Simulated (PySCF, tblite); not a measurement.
# C6H11FOSi: geometry, infrared bands and NMR shifts

Aim: predict the infrared bands and NMR shifts of C6H11FOSi (`CC(C)[SiH2]/C(F)=C/C=O`).

Programs: tblite 0.8.0 and PySCF 2.14.0, with density-fitted response routines of our own. Each step states its level of theory. These are calculated values for one molecule in the gas phase, unless marked as measured. Atoms are numbered from 0 throughout.

## 1. Starting geometry

20 atoms, charge 0, multiplicity 1; geometry from: force field or distance geometry start.

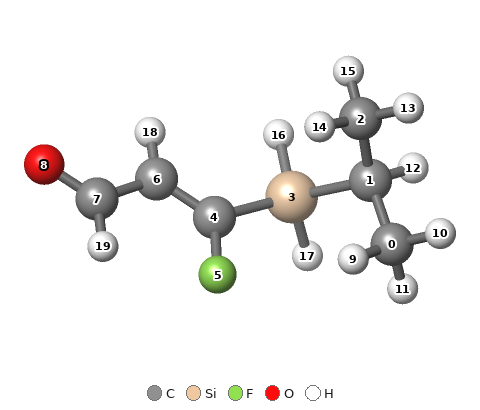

The starting geometry (carbon grey, silicon light orange, fluorine green, oxygen red, hydrogen white), atoms numbered; sticks join atoms by distance.

## 2. Optimising the geometry with GFN2-xTB

What the job is given:

```
{"job": {"kind": "relax", "xc": "GFN2-xTB", "basis": "xTB"}, "charge": 0, "multiplicity": 1}
C     -2.027700    -1.298200    -0.228300
C     -1.570700    -0.112000     0.624300
C     -1.774700     1.196400    -0.119400
Si     0.218900    -0.315100     1.274500
C      1.440200    -0.350800    -0.089900
F      1.314700    -1.353700    -1.000700
C      2.418000     0.556400    -0.258700
C      3.352400     0.454600    -1.390200
O      4.242800     1.271400    -1.554000
H     -1.459200    -1.378400    -1.148500
H     -3.092500    -1.176600    -0.505900
H     -1.947200    -2.248200     0.313200
H     -2.205200    -0.088900     1.539400
H     -2.832600     1.313200    -0.406300
H     -1.189700     1.251000    -1.038700
H     -1.514300     2.065300     0.506200
H      0.527600     0.813700     2.198000
H      0.308800    -1.584700     2.069300
H      2.583800     1.390500     0.423200
H      3.201300    -0.395200    -2.078200
```

The run is started by

```bash
$ OMP_NUM_THREADS=1 python probes_run.py task.json out
```

This one command runs all jobs of the session in turn.

Standard output:

```text
step      E/eV     max force
  0    -786.90243    2.208
  1    -786.99454    1.334
  2    -787.02051    0.915
  3    -787.03358    0.353
  4    -787.04418    0.285
  5    -787.04891    0.224
  6    -787.05332    0.169
  7    -787.05646    0.175
  8    -787.05936    0.152
  9    -787.06071    0.097
 10    -787.06144    0.067
 11    -787.06213    0.078
 12    -787.06302    0.081
 13    -787.06392    0.068
 14    -787.06463    0.057
 15    -787.06510    0.037
 16    -787.06541    0.046
 17    -787.06561    0.036
 18    -787.06573    0.022
 19    -787.06584    0.025
 20    -787.06598    0.033
 21    -787.06614    0.035
 22    -787.06634    0.033
 23    -787.06658    0.037
 24    -787.06685    0.039
 25    -787.06712    0.036
 26    -787.06733    0.033
 27    -787.06747    0.035
 28    -787.06760    0.035
 29    -787.06776    0.040
 30    -787.06795    0.043
 31    -787.06812    0.030
 32    -787.06823    0.022
 33    -787.06830    0.021
 34    -787.06837    0.023
 35    -787.06848    0.034
 36    -787.06861    0.040
 37    -787.06873    0.029
 38    -787.06883    0.023
 39    -787.06893    0.026
 40    -787.06903    0.030
 41    -787.06913    0.033
 42    -787.06922    0.027
 43    -787.06932    0.030
 44    -787.06944    0.031
 45    -787.06962    0.044
 46    -787.06983    0.046
 47    -787.07007    0.040
 48    -787.07033    0.045
 49    -787.07062    0.059
 50    -787.07092    0.060
 51    -787.07117    0.042
 52    -787.07134    0.027
 53    -787.07146    0.030
 54    -787.07159    0.032
 55    -787.07172    0.035
 56    -787.07184    0.026
 57    -787.07194    0.023
 58    -787.07203    0.024
 59    -787.07216    0.036
 60    -787.07233    0.048
 61    -787.07253    0.042
 62    -787.07271    0.029
 63    -787.07284    0.030
 64    -787.07296    0.031
 65    -787.07312    0.042
 66    -787.07335    0.042
 67    -787.07360    0.036
 68    -787.07380    0.029
 69    -787.07395    0.032
 70    -787.07408    0.035
 71    -787.07423    0.033
 72    -787.07443    0.030
 73    -787.07461    0.022
 74    -787.07479    0.044
 75    -787.07495    0.026
 76    -787.07513    0.025
 77    -787.07521    0.036
 78    -787.07540    0.053
 79    -787.07553    0.043
 80    -787.07563    0.022
 81    -787.07571    0.016
 82    -787.07578    0.017
 83    -787.07585    0.018
 84    -787.07591    0.024
 85    -787.07598    0.024
 86    -787.07607    0.021
 87    -787.07618    0.021
 88    -787.07630    0.022
 89    -787.07641    0.050
 90    -787.07653    0.029
 91    -787.07668    0.031
 92    -787.07686    0.029
 93    -787.07701    0.025
 94    -787.07715    0.028
 95    -787.07731    0.036
 96    -787.07753    0.069
 97    -787.07764    0.060
 98    -787.07790    0.027
 99    -787.07802    0.023
100    -787.07812    0.018
101    -787.07818    0.020
102    -787.07826    0.020
103    -787.07831    0.017
104    -787.07835    0.016
105    -787.07838    0.013
106    -787.07842    0.014
107    -787.07846    0.014
108    -787.07850    0.022
109    -787.07857    0.027
110    -787.07867    0.026
111    -787.07880    0.029
112    -787.07892    0.024
113    -787.07901    0.020
114    -787.07906    0.024
115    -787.07912    0.022
116    -787.07919    0.015
117    -787.07925    0.017
118    -787.07929    0.017
119    -787.07934    0.016
120    -787.07940    0.022
121    -787.07945    0.014
122    -787.07950    0.014
123    -787.07954    0.015
124    -787.07959    0.018
125    -787.07964    0.027
126    -787.07969    0.018
127    -787.07975    0.017
128    -787.07980    0.015
129    -787.07984    0.012
130    -787.07986    0.010
131    -787.07987    0.007
```

Wall time 1.8 s (1 thread of Arm Neoverse N1, shared host); peak memory 0.18 GiB.

Relaxation path: (not every step is listed)

| step | energy from step 0 (eV) | largest force (eV/Å) |
| --- | --- | --- |
| 0 | 0.0000 | 2.2085 |
| 1 | -0.0921 | 1.3336 |
| 2 | -0.1181 | 0.9146 |
| 3 | -0.1312 | 0.3525 |
| 4 | -0.1418 | 0.2854 |
| 5 | -0.1465 | 0.2244 |
| 6 | -0.1509 | 0.1691 |
| 7 | -0.1540 | 0.1746 |
| 8 | -0.1569 | 0.1524 |
| 19 | -0.1634 | 0.0252 |
| 30 | -0.1655 | 0.0435 |
| 41 | -0.1667 | 0.0330 |
| 52 | -0.1689 | 0.0266 |
| 63 | -0.1704 | 0.0303 |
| 74 | -0.1724 | 0.0444 |
| 85 | -0.1735 | 0.0239 |
| 96 | -0.1751 | 0.0686 |
| 107 | -0.1760 | 0.0142 |
| 118 | -0.1769 | 0.0173 |
| 126 | -0.1773 | 0.0185 |
| 127 | -0.1773 | 0.0173 |
| 128 | -0.1774 | 0.0152 |
| 129 | -0.1774 | 0.0119 |
| 130 | -0.1774 | 0.0103 |
| 131 | -0.1774 | 0.0071 |

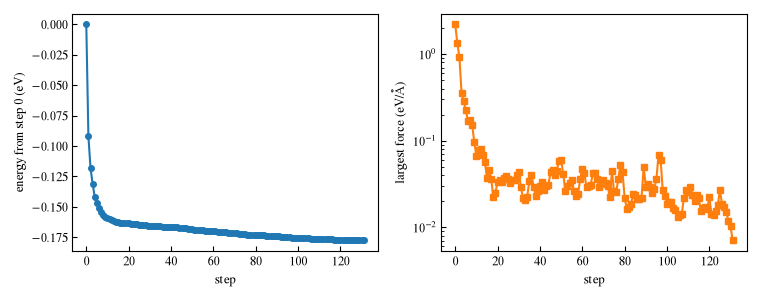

Energy and largest force along the relaxation.

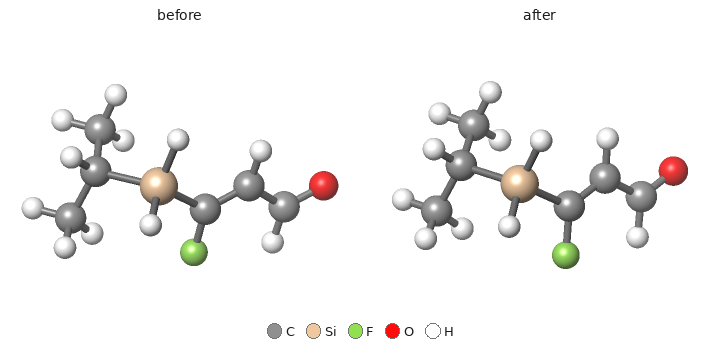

The geometry before (left) and after (right).

Close pairs (by a distance rule), those that changed most:

| bond | before (Å) | after (Å) | change (Å) |
| --- | --- | --- | --- |
| Si3–C4 | 1.832 | 1.906 | +0.075 |
| Si3–H17 | 1.501 | 1.463 | -0.038 |
| Si3–H16 | 1.491 | 1.464 | -0.027 |
| C1–H12 | 1.114 | 1.096 | -0.018 |
| C0–H10 | 1.107 | 1.089 | -0.018 |
| C2–H15 | 1.102 | 1.088 | -0.014 |
| C7–O8 | 1.219 | 1.206 | -0.013 |
| C2–H13 | 1.102 | 1.089 | -0.013 |

The final coordinates are the input of the step that follows.

## 3. Harmonic vibrations with GFN2-xTB

What the job is given:

```
{"job": {"kind": "ir", "xc": "GFN2-xTB", "basis": "xTB"}, "charge": 0, "multiplicity": 1}
C     -1.998668    -1.238711    -0.258442
C     -1.545150    -0.096675     0.651594
C     -1.532153     1.221994    -0.122096
Si     0.157691    -0.460707     1.448265
C      1.451808    -0.447297     0.048834
F      1.594248    -1.631059    -0.582792
C      2.174424     0.597299    -0.370365
C      3.128518     0.560574    -1.474319
O      3.775767     1.507352    -1.846849
H     -1.301401    -1.378724    -1.081810
H     -2.978263    -1.020370    -0.681523
H     -2.068018    -2.173163     0.293880
H     -2.280155    -0.002259     1.458567
H     -2.523427     1.438080    -0.517614
H     -0.839273     1.170918    -0.959798
H     -1.234159     2.049355     0.517949
H      0.543320     0.594674     2.386123
H      0.192907    -1.795663     2.044907
H      2.054783     1.541303     0.138767
H      3.222056    -0.426243    -1.964191
```

Standard output:

```text
mode    cm-1     km/mol
  1      14.7      0.04
  2      39.8      0.25
  3      61.7      2.72
  4     116.0      6.75
  5     136.0      2.90
  6     189.0      6.71
  7     218.0      0.46
  8     230.7      1.00
  9     238.5      1.37
 10     255.0      1.68
 11     326.4      5.00
 12     378.2      1.88
 13     412.5     13.05
 14     455.8      9.79
 15     480.3     16.05
 16     500.7     98.29
 17     575.1      7.59
 18     632.5     16.11
 19     717.5    300.38
 20     744.9    221.20
 21     799.3     20.53
 22     853.2      3.99
 23     924.6      8.66
 24     942.1      8.31
 25     946.3      3.85
 26     991.8      1.06
 27    1035.4     96.42
 28    1044.2     76.25
 29    1129.9      1.69
 30    1136.2     91.31
 31    1175.0      0.98
 32    1231.5     23.65
 33    1270.7     21.30
 34    1302.4      0.01
 35    1386.1     18.54
 36    1414.1      3.19
 37    1426.5      1.21
 38    1496.1      0.17
 39    1504.9      2.03
 40    1507.2      4.00
 41    1512.7      5.33
 42    1624.6    153.07
 43    1736.2    386.81
 44    2269.8    253.90
 45    2279.9    295.98
 46    2795.2     89.25
 47    2922.8     46.33
 48    3012.5      9.12
 49    3016.6     75.65
 50    3024.7     12.79
 51    3031.2     59.59
 52    3034.2     14.38
 53    3035.8     29.18
 54    3100.3     10.95
```

Wall time 1.5 s (1 thread of Arm Neoverse N1, shared host); peak memory 0.18 GiB.

The strongest bands and the atoms that carry them (share of the mass-weighted mode):

```csv
cm⁻¹,km/mol,atoms
501,98.3,"H16 29 %, H17 25 %, Si3 23 %"
718,300.4,"H16 29 %, H17 27 %, Si3 19 %"
745,221.2,"H16 47 %, H17 47 %"
1035,96.4,"C4 28 %, F5 14 %, C6 13 %, H12 11 %"
1625,153.1,"C6 51 %, C4 44 %"
1736,386.8,"C7 59 %, O8 39 %"
2270,253.9,H16 96 %
2280,296.0,H17 96 %
```

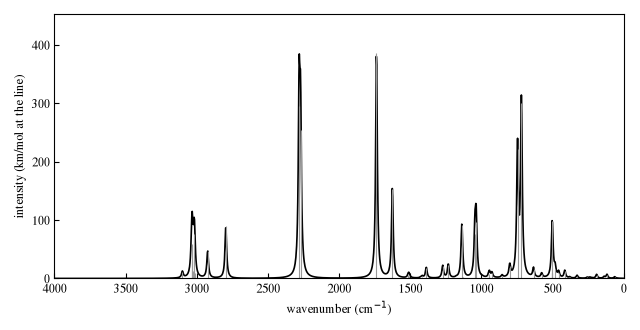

The infrared spectrum from these modes, unscaled. Lines are broadened to a width of 14 cm⁻¹ (Lorentzian).

## 4. Nuclear shieldings: PBE0/pcSseg-1

Settings changed since step 3:

```diff
@@ -1,2 +1,2 @@
-{"job": {"kind": "ir", "xc": "GFN2-xTB", "basis": "xTB"}, "charge": 0, "multiplicity": 1}
+{"job": {"kind": "nmr", "xc": "PBE0", "basis": "pcSseg-1"}, "charge": 0, "multiplicity": 1}
 C     -1.998668    -1.238711    -0.258442
```

Method: GIAO PBE0/pcSseg-1 NMR shielding, non-relativistic, gas phase.

Standard output:

```text
coarse grid: 17136 points
cycle   1  E = -698.9061369227  dE =  1.029e+00  |g| = 9.096e-01  |ddm| = 3.921e+00
cycle   2  E = -698.3742022732  dE =  5.319e-01  |g| = 1.828e+00  |ddm| = 3.210e+00
cycle   3  E = -699.0670565888  dE = -6.929e-01  |g| = 2.297e-01  |ddm| = 2.676e+00
cycle   4  E = -699.0773033044  dE = -1.025e-02  |g| = 9.672e-02  |ddm| = 2.855e-01
cycle   5  E = -699.0789730356  dE = -1.670e-03  |g| = 2.424e-02  |ddm| = 8.663e-02
cycle   6  E = -699.0790808636  dE = -1.078e-04  |g| = 8.793e-03  |ddm| = 2.454e-02
cycle   7  E = -699.0790958707  dE = -1.501e-05  |g| = 2.309e-03  |ddm| = 8.612e-03
cycle   8  E = -699.0790967363  dE = -8.656e-07  |g| = 1.049e-03  |ddm| = 2.661e-03
final grid: 161080 points
cycle   9  E = -699.1496112090  dE = -2.795e-05  |g| = 1.311e-02  |ddm| = 2.876e-02
cycle  10  E = -699.1495240666  dE =  8.714e-05  |g| = 2.469e-02  |ddm| = 3.204e-02
cycle  11  E = -699.1496461860  dE = -1.221e-04  |g| = 2.943e-03  |ddm| = 2.320e-02
cycle  12  E = -699.1496480554  dE = -1.869e-06  |g| = 3.276e-04  |ddm| = 2.627e-03
cycle  13  E = -699.1496480721  dE = -1.662e-08  |g| = 1.596e-04  |ddm| = 3.905e-04
cycle  14  E = -699.1496480763  dE = -4.213e-09  |g| = 3.703e-05  |ddm| = 1.262e-04
cycle  15  E = -699.1496480765  dE = -2.383e-10  |g| = 1.256e-05  |ddm| = 4.172e-05
converged SCF energy = -699.1496480765

GIAO shielding tensors (ppm)
atom      isotropic    diamagn.    paramagn.     s11        s22        s33       span
  0 C      165.971     248.254     -82.283    150.708    160.336    186.870     36.162
  1 C      170.469     252.254     -81.786    166.072    171.818    173.516      7.445
  2 C      166.538     249.899     -83.361    153.260    160.180    186.173     32.913
  3 Si     384.284     882.112    -497.828    360.127    379.437    413.289     53.162
  4 C       -7.325     258.634    -265.958   -111.559     17.792     71.794    183.353
  5 F      258.198     475.366    -217.167    121.340    201.169    452.086    330.746
  6 C       53.354     258.756    -205.402    -56.864     86.771    130.154    187.018
  7 C       -2.688     246.434    -249.123    -91.084    -25.144    108.163    199.247
  8 O     -370.352     392.724    -763.076  -1083.836   -416.249    389.029   1472.864
  9 H       30.660      32.032      -1.372     26.309     30.126     35.545      9.236
 10 H       30.424      29.941       0.483     25.909     27.896     37.467     11.558
 11 H       30.310      30.146       0.164     25.768     27.826     37.336     11.568
 12 H       30.439      31.713      -1.274     26.421     27.955     36.940     10.520
 13 H       30.411      30.897      -0.487     25.959     27.905     37.368     11.409
 14 H       30.660      33.477      -2.818     26.621     30.042     35.316      8.695
 15 H       30.538      32.029      -1.491     26.039     27.952     37.623     11.584
 16 H       27.372      30.690      -3.318     24.216     25.287     32.613      8.396
 17 H       27.238      30.016      -2.778     24.350     25.099     32.266      7.916
 18 H       25.941      33.909      -7.968     21.752     25.208     30.862      9.110
 19 H       21.237      27.384      -6.147     18.617     20.689     24.405      5.788
```

Wall time 79 s (1 thread of Arm Neoverse N1, shared host); peak memory 1 GiB.

The references, computed at this level on geometries of the same kind, shield at (ppm): ¹H TMS 31.72, ¹³C TMS 186.9, ²⁹Si TMS 349.2, ¹⁹F CFCl3 170.9, ¹⁷O H2O 336.1. Their shielding less the atom's gives the shift. The references are single molecules in the gas phase, so shifts against H2O, NH3, PH3, H3PO4 or CFCl3 are not on the usual liquid scales and can be off by tens of ppm. Atoms listed in one row are averaged.

| atoms | environment | σ (ppm) | δ (ppm) | δ scaled to CDCl3 |
| --- | --- | --- | --- | --- |
| C4 | β carbon of a C=C–C=O unit | -7.3 | 194.2 | 187.7 |
| C7 | aldehyde carbonyl carbon | -2.7 | 189.6 | 183.1 |
| C6 | α carbon of a C=C–C=O unit | 53.4 | 133.6 | 128.5 |
| C0, C2 | methyl carbon | 166.3 | 20.7 | 18.3 |
| C1 | sp3 CH bonded to Si | 170.5 | 16.5 | 14.1 |
| H19 | hydrogen on an aldehyde carbonyl carbon | 21.24 | 10.48 | 9.99 |
| H18 | hydrogen on an α carbon of a C=C–C=O unit | 25.94 | 5.78 | 5.55 |
| H16, H17 | hydrogen on a silicon bonded to 2 C | 27.31 | 4.41 | – |
| H12 | hydrogen on an sp3 CH bonded to Si | 30.44 | 1.28 | 1.31 |
| H9, H10, H11, H13, H14, H15 | hydrogen on a methyl carbon | 30.50 | 1.22 | 1.25 |
| Si3 | silicon bonded to 2 C, 2 H | 384.3 | -35.1 | – |
| F5 | vinylic fluorine | 258.2 | -87.3 | – |
| O8 | aldehyde oxygen | -370.4 | 706.4 | – |

The scaled column applies a straight-line fit of computed shieldings to shifts measured in CDCl3, and one for carbons that bear F (root-mean-square error 0.16 ppm for H, 1.9 ppm for C).

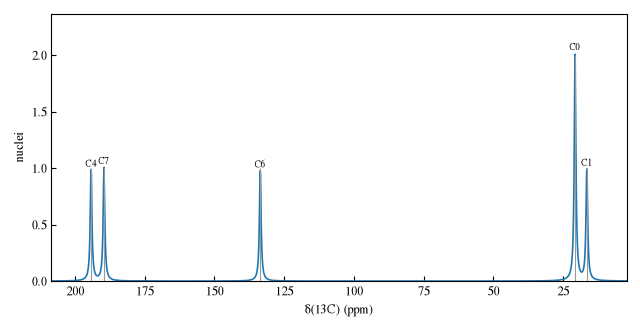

¹³C lines at the computed shifts, without couplings. Lines are broadened to a width of 0.71 ppm (Lorentzian).

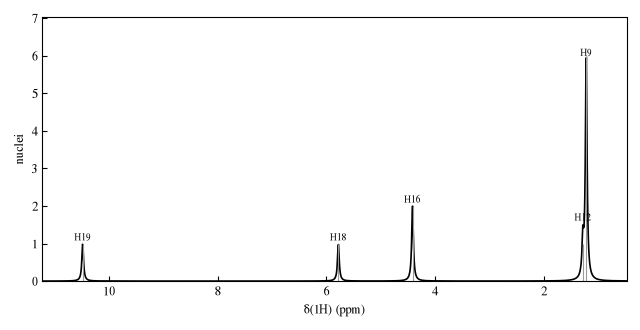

¹H lines at the computed shifts, without couplings. Lines are broadened to a width of 0.04 ppm (Lorentzian).

Charges from the same density, by scheme (e):

```csv
atoms,Mulliken,IAO,Hirshfeld,ESP fit
"C0, C2",-0.24,-0.41,-0.12,-0.53
C1,-0.61,-0.35,-0.10,0.30
Si3,0.68,0.73,0.34,0.15
C4,0.06,0.06,0.03,0.15
F5,-0.27,-0.26,-0.07,-0.15
C6,-0.29,-0.25,-0.08,-0.35
C7,0.29,0.25,0.11,0.50
O8,-0.36,-0.39,-0.23,-0.46
```

IAO charges:

C0 -0.41; C1 -0.35; C2 -0.41; Si3 0.73; C4 0.06; F5 -0.26; C6 -0.25; C7 0.25; O8 -0.39; H9 0.14; H10 0.14; H11 0.14; H12 0.14; H13 0.14; H14 0.14; H15 0.14; H16 -0.11; H17 -0.11; H18 0.17; H19 0.11

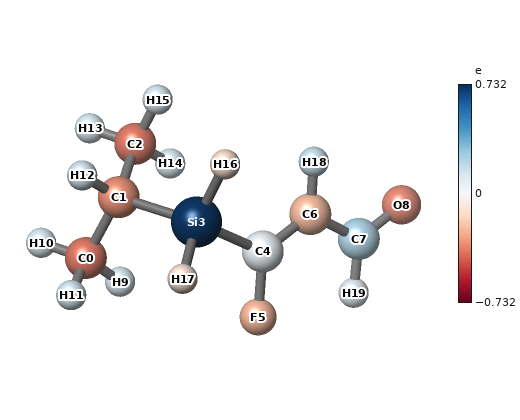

IAO charges, as colours on the atoms.

Mayer bond orders: C0–C1 1.03, C1–C2 1.03, C1–Si3 0.90, Si3–C4 0.81, C4–F5 0.91, C4–C6 1.68, C6–C7 1.06, C7–O8 1.96.

## 5. Summary of results

| quantity | value |
| --- | --- |
| strongest single infrared mode (GFN2-xTB) | 1736 cm⁻¹, 387 km/mol |
| zero-point energy (GFN2-xTB) | 95.3 kcal/mol |
| ¹³C shifts against TMS (PBE0/pcSseg-1, means over atoms taken as alike) | 194.2, 189.6, 133.6, 20.7, 16.5 ppm |
| ¹H shifts against TMS (PBE0/pcSseg-1, means over atoms taken as alike) | 10.48, 5.78, 4.41, 1.28, 1.22 ppm |
| ²⁹Si shifts against TMS (PBE0/pcSseg-1) | -35.1 ppm |
| ¹⁹F shifts against CFCl3 (PBE0/pcSseg-1) | -87.3 ppm |
| ¹⁷O shifts against H2O (PBE0/pcSseg-1) | 706.4 ppm |

What this shows: The optimisation took 131 steps and gained 0.177 eV; among the close pairs (by a distance rule), Si3–C4 changed most, from 1.832 to 1.906 Å. All 54 modes are real, so the xTB geometry is a minimum. The strongest single mode, at 1736 cm⁻¹, moves mainly C7 and O8. GFN2-xTB is a fitted tight-binding method: band positions and strengths are rough. Its intensities can rank the bands wrongly. The most deshielded hydrogen is H19 (hydrogen on an aldehyde carbonyl carbon), at 10.48 ppm: deshielded by the polar, anisotropic C=O bond. At PBE0/pcSseg-1: The widest tensor belongs to O8: span 1473 ppm, with a paramagnetic part of -763 ppm.
